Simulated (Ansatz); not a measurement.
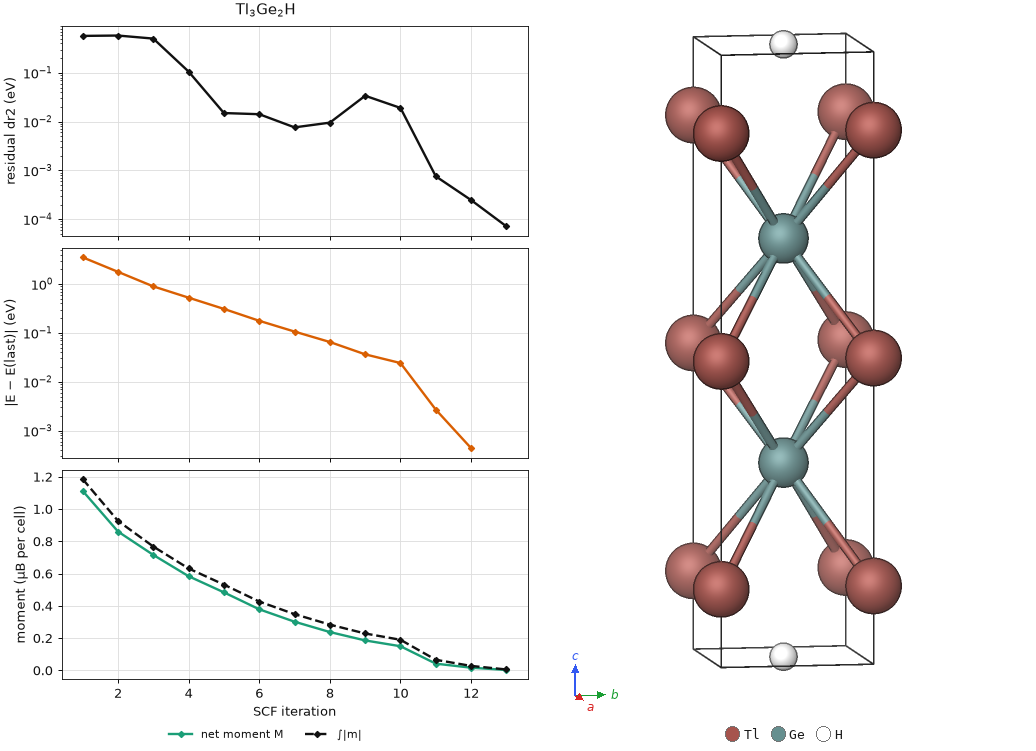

Beside the plot: the structure in its conventional cell.

The plot shows the SCF iterations of a calculation: density residual dr2, distance of the Harris–Foulkes energy from its last value, magnetic moments. The run starts from the density of an earlier run. dr2 is the charge part; the magnetisation has a residual of its own.

Tl3Ge2H (6 atoms in the cell), run with Ansatz.

```
crystal:
  lattice:
    - [3.2563258793, 0.0, 0.0]
    - [0.0, 3.2563258793, 0.0]
    - [0.0, 0.0, 12.9666009551]
  atoms:
    - { symbol: Tl, position: [0.0, 0.0, 0.8722104844], spin: 1.0 }
    - { symbol: Tl, position: [0.0, 0.0, 0.1277895156], spin: 1.0 }
    - { symbol: Tl, position: [0.0, 0.0, 0.5], spin: 3.0 }
    - { symbol: Ge, position: [0.5, 0.5, 0.3169641882], spin: 3.0 }
    - { symbol: Ge, position: [0.5, 0.5, 0.6830358118], spin: 1.0 }
    - { symbol: H, position: [0.5, 0.5, 0.0], spin: 2.0 }
basis:
  ecutwfc: "600 eV"
kpoints:
  mp_grid: { grid: [12, 12, 4] }
hamiltonian:
  xc: pbe
scf:
  occupations: { method: gaussian, width: 0.1 }
output:
  forces: true
  eigenvalues: true
  stress: true
magnetization:
  spin_polarized: true
```

Run as:
```bash
ansatz run input.yaml --threads 1 --pin off --max-ram 2560MiB --backend cpu --events-out ev --progress --plain --runs-dir out
```

Question: How did this run end?

Answer: It did not finish: the time limit cut it off after 13 iterations. The residual is still falling at the last step (down to 7 × 10⁻⁵). The program keeps the magnetisation out of the quasi-Newton mixer until iteration 9 and then restarts the mixer with it.

Question: How do the moments develop?

Answer: The net moment goes from 1.1 to 0.0 μB per cell, though in an unconverged run this needn't be final.
